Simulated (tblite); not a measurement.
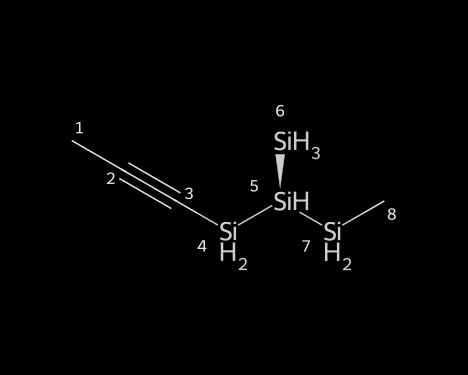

A structural formula, with wedges where it has stereocentres; small numbers name the atoms. The configuration is that of a computed structure (GFN2-xTB).

Q: Give the R/S and E/Z labels.

A: Si5: S.

Q: Give a SMILES with the stereochemistry.

A: CC#C[SiH2][Si@@H]([SiH3])[SiH2]C
